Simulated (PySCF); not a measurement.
# [Sm(NH3)]3+: other functionals and bases at one geometry

How far do other levels of theory move the description of [Sm(NH3)]3+, and what does each cost? The species was built from a template and needn't be a known compound.

Computed with PySCF 2.14.0. Level: several levels, as the steps say, no spin–orbit coupling.

3 further runs of the same task are left out: 1 for a known fault of the program, 1 that didn't finish, 1 set aside as unsound or not needed.

### 1 The system as given

5 atoms, charge 3, spin multiplicity 1.

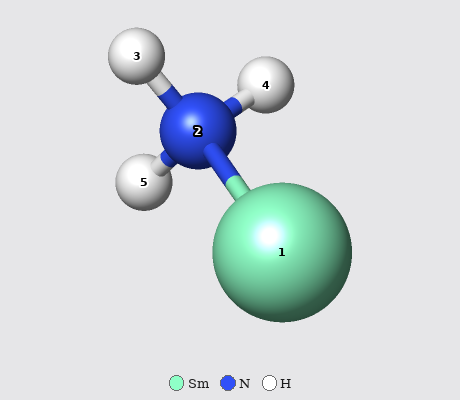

The geometry (samarium green, nitrogen blue, hydrogen white); atoms are numbered from 1 in the order of the file.

As a file:

```xyz
5
charge 3, multiplicity 1
Sm    0.00000    0.00000   -0.17145
N     0.00000    0.00000    2.22572
H     0.94967    0.00004    2.68179
H    -0.47487    0.82242    2.68179
H    -0.47481   -0.82246    2.68179
```

Formal oxidation states: Sm +3. Each metal's 5 4f electrons lie in its core potential, so multiplicities, spins and levels count the valence alone. An earlier session relaxed this geometry at TPSS, Sm lcecp-1-SVP with ECP51, N def2-SVP, H def2-SVP (singlet, point group C3v).

At TPSS on the finer grid: E = -89.949106 Eh, HOMO -25.96 eV, LUMO -20.95 eV, Mulliken charge on Sm1 +2.47 e, largest force component 0.005 eV/Å. 

Levels to run: BP86; r2SCAN; HF; wB97X; TPSS, TZVP. Hardware: 2 threads of Arm Neoverse V2, shared host.

### 2 BP86

run.py (the lines that set the calculation) reads:

```python
mol = gto.M(atom='''
Sm     0.00000     0.00000    -0.17145
N      0.00000     0.00000     2.22572
H      0.94967     0.00004     2.68179
H     -0.47487     0.82242     2.68179
H     -0.47481    -0.82246     2.68179''',
    basis={'Sm': 'lcecp-1-SVP', 'N': 'def2-SVP', 'H': 'def2-SVP'},
    ecp={'Sm': 'lcecp-1-SVP'},
    charge=3, spin=0)
mf = dft.RKS(mol, xc='B88,P86')
mf.grids.atom_grid = (75, 302)  # f atoms: unpruned, at least (60, 302)
mf = mf.density_fit()  # fitting sets: Sm AutoAux, N def2-universal-JKFIT, H def2-universal-JKFIT
mf.conv_tol = 1e-08; mf.max_cycle = 55
mf.kernel(dm0)  # dm0: the density of the relaxed state
```

The run is started by

```bash
$ OMP_NUM_THREADS=2 python run.py
```

The log of the run:

```text
init E= -89.9824743981635
  HOMO = -0.954280495427298  LUMO = -0.778096420803152  gap/eV = 4.79421
cycle= 1 E= -89.982720091675  delta_E= -0.000246  |g|= 0.0135  |ddm|= 0.0626
  HOMO = -0.959796937924544  LUMO = -0.774579952115964  gap/eV = 5.04001
cycle= 2 E= -89.9825629573946  delta_E= 0.000157  |g|= 0.0291  |ddm|= 0.0506
  HOMO = -0.956391239985347  LUMO = -0.775807426269284  gap/eV = 4.91394
cycle= 3 E= -89.9827923667979  delta_E= -0.000229  |g|= 0.0025  |ddm|= 0.0268
  HOMO = -0.956395975881545  LUMO = -0.776430935715237  gap/eV = 4.89710
cycle= 4 E= -89.9827954616312  delta_E= -3.09e-06  |g|= 0.000252  |ddm|= 0.0047
  HOMO = -0.956343518431929  LUMO = -0.776420165507143  gap/eV = 4.89596
cycle= 5 E= -89.9827954757122  delta_E= -1.41e-08  |g|= 3.37e-05  |ddm|= 0.000257
  HOMO = -0.956345135222403  LUMO = -0.776415032730563  gap/eV = 4.89615
cycle= 6 E= -89.9827954760206  delta_E= -3.08e-10  |g|= 5.07e-06  |ddm|= 4.92e-05
  HOMO = -0.956345159521895  LUMO = -0.776414867508037  gap/eV = 4.89615
Extra cycle  E= -89.9827954760227  delta_E= -2.07e-12  |g|= 4.73e-06  |ddm|= 9.83e-06
converged SCF energy = -89.9827954760227
```

Wall time 1.8 s (2 threads of Arm Neoverse V2, shared host).

Result: E = -89.982795 Eh, HOMO -26.02 eV, LUMO -21.13 eV, Mulliken charge on Sm1 +2.45 e, largest force component 0.300 eV/Å. 

### 3 r2SCAN

Edit run.py (the lines that set the calculation) of step 2 so:

```diff
@@ -9,3 +9,3 @@
     charge=3, spin=0)
-mf = dft.RKS(mol, xc='B88,P86')
+mf = dft.RKS(mol, xc='R2SCAN')
 mf.grids.atom_grid = (75, 302)  # f atoms: unpruned, at least (60, 302)
```

The run is started by

```bash
$ OMP_NUM_THREADS=2 python run.py
```

The log of the run:

```text
init E= -89.9151149355758
  HOMO = -0.962903412009812  LUMO = -0.751886066823389  gap/eV = 5.74207
cycle= 1 E= -89.9157766748135  delta_E= -0.000662  |g|= 0.0121  |ddm|= 0.0881
  HOMO = -0.956808901870456  LUMO = -0.753086505287033  gap/eV = 5.54357
cycle= 2 E= -89.9156902839008  delta_E= 8.64e-05  |g|= 0.0227  |ddm|= 0.0337
  HOMO = -0.959950975889171  LUMO = -0.752475136146434  gap/eV = 5.64571
cycle= 3 E= -89.9158181755132  delta_E= -0.000128  |g|= 0.000872  |ddm|= 0.0193
  HOMO = -0.960051653444385  LUMO = -0.752294550480936  gap/eV = 5.65336
cycle= 4 E= -89.9158184661951  delta_E= -2.91e-07  |g|= 0.000146  |ddm|= 0.00173
  HOMO = -0.960047627702426  LUMO = -0.752309572432137  gap/eV = 5.65284
cycle= 5 E= -89.9158184733411  delta_E= -7.15e-09  |g|= 1.7e-05  |ddm|= 0.000207
  HOMO = -0.960042762757471  LUMO = -0.752315647925152  gap/eV = 5.65254
Extra cycle  E= -89.9158184732444  delta_E= 9.67e-11  |g|= 2.74e-05  |ddm|= 5.09e-05
converged SCF energy = -89.9158184732444
```

Run time: 2.3 s. Hardware: 2 threads of Arm Neoverse V2, shared host.

Result: E = -89.915818 Eh, HOMO -26.12 eV, LUMO -20.47 eV, Mulliken charge on Sm1 +2.49 e, largest force component 0.219 eV/Å. 

### 4 HF

Edit run.py (the lines that set the calculation) of step 3 so:

```diff
@@ -9,4 +9,3 @@
     charge=3, spin=0)
-mf = dft.RKS(mol, xc='R2SCAN')
-mf.grids.atom_grid = (75, 302)  # f atoms: unpruned, at least (60, 302)
+mf = scf.RHF(mol)
 mf = mf.density_fit()  # fitting sets: Sm AutoAux, N def2-universal-JKFIT, H def2-universal-JKFIT
```

The run is started by

```bash
$ OMP_NUM_THREADS=2 python run.py
```

The log of the run:

```text
init E= -89.2334651925278
  HOMO = -1.12286798696665  LUMO = -0.585505237241516  gap/eV = 14.62239
cycle= 1 E= -89.2457715608559  delta_E= -0.0123  |g|= 0.0332  |ddm|= 0.308
  HOMO = -1.12416976151699  LUMO = -0.594886279027085  gap/eV = 14.40254
cycle= 2 E= -89.2462758785847  delta_E= -0.000504  |g|= 0.00841  |ddm|= 0.0527
  HOMO = -1.12358359471001  LUMO = -0.596130363186553  gap/eV = 14.35273
cycle= 3 E= -89.2463286114711  delta_E= -5.27e-05  |g|= 0.002  |ddm|= 0.0205
  HOMO = -1.12428299221337  LUMO = -0.596420754304014  gap/eV = 14.36386
cycle= 4 E= -89.2463320100255  delta_E= -3.4e-06  |g|= 0.00101  |ddm|= 0.00464
  HOMO = -1.12408410595186  LUMO = -0.596541717448795  gap/eV = 14.35516
cycle= 5 E= -89.2463326046756  delta_E= -5.95e-07  |g|= 0.000214  |ddm|= 0.00218
  HOMO = -1.12415409442064  LUMO = -0.596547040164416  gap/eV = 14.35692
cycle= 6 E= -89.2463326417175  delta_E= -3.7e-08  |g|= 3.11e-05  |ddm|= 0.000542
  HOMO = -1.12415236232654  LUMO = -0.596548842574643  gap/eV = 14.35682
cycle= 7 E= -89.2463326424578  delta_E= -7.4e-10  |g|= 4.82e-06  |ddm|= 6.91e-05
  HOMO = -1.12415307877124  LUMO = -0.596548731447914  gap/eV = 14.35685
Extra cycle  E= -89.2463326424744  delta_E= -1.66e-11  |g|= 1.88e-06  |ddm|= 1.2e-05
converged SCF energy = -89.2463326424744
```

Wall time 0.7 s (2 threads of Arm Neoverse V2, shared host).

Result: E = -89.246333 Eh, HOMO -30.59 eV, LUMO -16.23 eV, Mulliken charge on Sm1 +2.62 e, largest force component 1.235 eV/Å. 

### 5 wB97X

Edit run.py (the lines that set the calculation) of step 4 so:

```diff
@@ -9,3 +9,4 @@
     charge=3, spin=0)
-mf = scf.RHF(mol)
+mf = dft.RKS(mol, xc='WB97X')
+mf.grids.atom_grid = (75, 302)  # f atoms: unpruned, at least (60, 302)
 mf = mf.density_fit()  # fitting sets: Sm AutoAux, N def2-universal-JKFIT, H def2-universal-JKFIT
```

The run is started by

```bash
$ OMP_NUM_THREADS=2 python run.py
```

The log of the run:

```text
init E= -89.9263817243898
  HOMO = -1.09260075841239  LUMO = -0.640765675077323  gap/eV = 12.29506
cycle= 1 E= -89.928808288123  delta_E= -0.00243  |g|= 0.021  |ddm|= 0.131
  HOMO = -1.08492865918968  LUMO = -0.645505295819575  gap/eV = 11.95732
cycle= 2 E= -89.9289567806825  delta_E= -0.000148  |g|= 0.0123  |ddm|= 0.0367
  HOMO = -1.08849223808357  LUMO = -0.645326077948879  gap/eV = 12.05917
cycle= 3 E= -89.9289958925012  delta_E= -3.91e-05  |g|= 0.00494  |ddm|= 0.0124
  HOMO = -1.08739750743433  LUMO = -0.645556170151297  gap/eV = 12.02312
cycle= 4 E= -89.9290043989052  delta_E= -8.51e-06  |g|= 0.0005  |ddm|= 0.00784
  HOMO = -1.08737032719518  LUMO = -0.645702651426617  gap/eV = 12.01839
cycle= 5 E= -89.9290046960067  delta_E= -2.97e-07  |g|= 0.000151  |ddm|= 0.00193
  HOMO = -1.08739498179886  LUMO = -0.645714598051717  gap/eV = 12.01874
cycle= 6 E= -89.9290047290428  delta_E= -3.3e-08  |g|= 2.28e-05  |ddm|= 0.000788
  HOMO = -1.08739246784717  LUMO = -0.645708623938965  gap/eV = 12.01883
cycle= 7 E= -89.9290047295835  delta_E= -5.41e-10  |g|= 5.36e-06  |ddm|= 8.28e-05
  HOMO = -1.08739241182104  LUMO = -0.645709489262585  gap/eV = 12.01880
Extra cycle  E= -89.9290047296001  delta_E= -1.66e-11  |g|= 2.45e-06  |ddm|= 9.94e-06
converged SCF energy = -89.9290047296001
```

Wall time 2 s (2 threads of Arm Neoverse V2, shared host).

Result: E = -89.929005 Eh, HOMO -29.59 eV, LUMO -17.57 eV, Mulliken charge on Sm1 +2.52 e, largest force component 0.348 eV/Å. 

### 6 TPSS, TZVP

Basis: Sm lcecp-1-TZVP with ECP51, N def2-TZVP, H def2-TZVP. 

run.py (the lines that set the calculation) reads:

```python
mol = gto.M(atom='''
Sm     0.00000     0.00000    -0.17145
N      0.00000     0.00000     2.22572
H      0.94967     0.00004     2.68179
H     -0.47487     0.82242     2.68179
H     -0.47481    -0.82246     2.68179''',
    basis={'Sm': 'lcecp-1-TZVP', 'N': 'def2-TZVP', 'H': 'def2-TZVP'},
    ecp={'Sm': 'lcecp-1-TZVP'},
    charge=3, spin=0)
mf = dft.RKS(mol, xc='TPSS')
mf.grids.atom_grid = (75, 302)  # f atoms: unpruned, at least (60, 302)
mf = mf.density_fit()  # fitting sets: Sm AutoAux, N def2-universal-JKFIT, H def2-universal-JKFIT
mf.conv_tol = 1e-08; mf.max_cycle = 55
mf.kernel(dm0)  # dm0: free metal ions and neutral atoms
```

The run is started by

```bash
$ OMP_NUM_THREADS=2 python run.py
```

The log of the run:

```text
init E= -82.4672507744078
  HOMO = -1.55687475116409  LUMO = -0.982595681664841  gap/eV = 15.62693
cycle= 1 E= -87.3544709570542  delta_E= -4.89  |g|= 4.03  |ddm|= 2.13
  HOMO = -0.799798190607503  LUMO = -0.793847928266952  gap/eV = 0.16191
cycle= 2 E= -71.0216288573589  delta_E= 16.3  |g|= 3.67  |ddm|= 3.77
  HOMO = -1.25389031182721  LUMO = -0.910740328130778  gap/eV = 9.33759
cycle= 3 E= -66.9202745023408  delta_E=  4.1  |g|= 5.45  |ddm|= 7.27
  HOMO = -1.06500111709716  LUMO = -1.0516392873407  gap/eV = 0.36359
cycle= 4 E= -73.8973887754051  delta_E= -6.98  |g|=  6.7  |ddm|=  2.8
  HOMO = -1.06045520778953  LUMO = -1.0505825062278  gap/eV = 0.26865
cycle= 5 E= -79.866694302781  delta_E= -5.97  |g|=    6  |ddm|= 2.01
  HOMO = -1.06830110543681  LUMO = -1.03632419123262  gap/eV = 0.87014
cycle= 6 E= -87.4214992243411  delta_E= -7.55  |g|= 3.38  |ddm|= 2.92
  HOMO = -1.21678934431443  LUMO = -0.878981930696836  gap/eV = 9.19221
cycle= 7 E= -89.1289340244703  delta_E= -1.71  |g|= 2.02  |ddm|= 1.77
  HOMO = -1.07977568831011  LUMO = -0.68301907331291  gap/eV = 10.79630
cycle= 8 E= -89.8740509163869  delta_E= -0.745  |g|= 0.716  |ddm|= 1.19
  HOMO = -0.939838333292558  LUMO = -0.770305469412309  gap/eV = 4.61322
cycle= 9 E= -90.0144040874523  delta_E= -0.14  |g|= 0.125  |ddm|= 0.77
  HOMO = -0.952777383874361  LUMO = -0.768335032017867  gap/eV = 5.01893
cycle= 10 E= -90.0180556878842  delta_E= -0.00365  |g|= 0.0195  |ddm|= 0.138
  HOMO = -0.950099161303527  LUMO = -0.769473774186761  gap/eV = 4.91507
cycle= 11 E= -90.0181271488989  delta_E= -7.15e-05  |g|= 0.00902  |ddm|= 0.022
  HOMO = -0.951135378943142  LUMO = -0.768734434264462  gap/eV = 4.96338
cycle= 12 E= -90.0181490818421  delta_E= -2.19e-05  |g|= 0.000475  |ddm|= 0.00792
  HOMO = -0.95114872372106  LUMO = -0.768774304333857  gap/eV = 4.96266
cycle= 13 E= -90.0181491360706  delta_E= -5.42e-08  |g|= 0.000113  |ddm|= 0.000507
  HOMO = -0.951129799076185  LUMO = -0.768766512021992  gap/eV = 4.96236
cycle= 14 E= -90.0181491389658  delta_E= -2.9e-09  |g|= 1.42e-05  |ddm|= 7.78e-05
  HOMO = -0.951134788585536  LUMO = -0.76876512345118  gap/eV = 4.96253
Extra cycle  E= -90.0181491388909  delta_E= 7.49e-11  |g|= 2.35e-05  |ddm|= 2.25e-05
converged SCF energy = -90.0181491388909
```

It took 8 s on 2 threads of Arm Neoverse V2, shared host.

Read off: E = -90.018149 Eh, HOMO -25.88 eV, LUMO -20.92 eV, Mulliken charge on Sm1 +2.56 e, largest force component 0.354 eV/Å. 

### 7 All levels side by side

| level | state | HOMO (eV) | gap (eV) | charge on Sm1 (e) | dipole (D) | largest force (eV/Å) | basis functions | time |
| --- | --- | --- | --- | --- | --- | --- | --- | --- |
| TPSS (relaxed here) | singlet | -25.96 | 5.01 | 2.47 | 3.79 | 0.01 | 62 | 6.5 s |
| BP86 | singlet | -26.02 | 4.90 | 2.45 | 3.93 | 0.30 | 62 | 1.8 s |
| r2SCAN | singlet | -26.12 | 5.65 | 2.49 | 3.66 | 0.22 | 62 | 2.3 s |
| HF | singlet | -30.59 | 14.36 | 2.62 | 2.75 | 1.24 | 62 | 0.7 s |
| wB97X | singlet | -29.59 | 12.02 | 2.52 | 3.23 | 0.35 | 62 | 2 s |
| TPSS, TZVP | singlet | -25.88 | 4.96 | 2.56 | 3.84 | 0.35 | 96 | 8 s |

Times are on 2 threads of Arm Neoverse V2, shared host; the first row also made further properties. The dipole of a charged species depends on the origin, so these sizes hold for this origin alone.

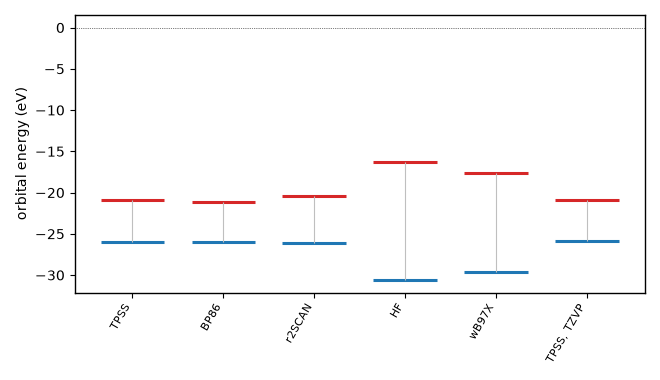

Highest filled and lowest empty level, method by method.

In one basis the HOMO–LUMO gap runs from 4.90 eV (BP86) to 14.36 eV (HF). The largest leftover force, 1.24 eV/Å with HF, stands at a geometry relaxed at another level. The Mulliken charge on Sm spans +2.45 to +2.62 e over the levels. With 4f in the core, its levels are missing from HOMO and gap. Total energies of different levels can't be compared. Spin–orbit coupling is left out throughout.
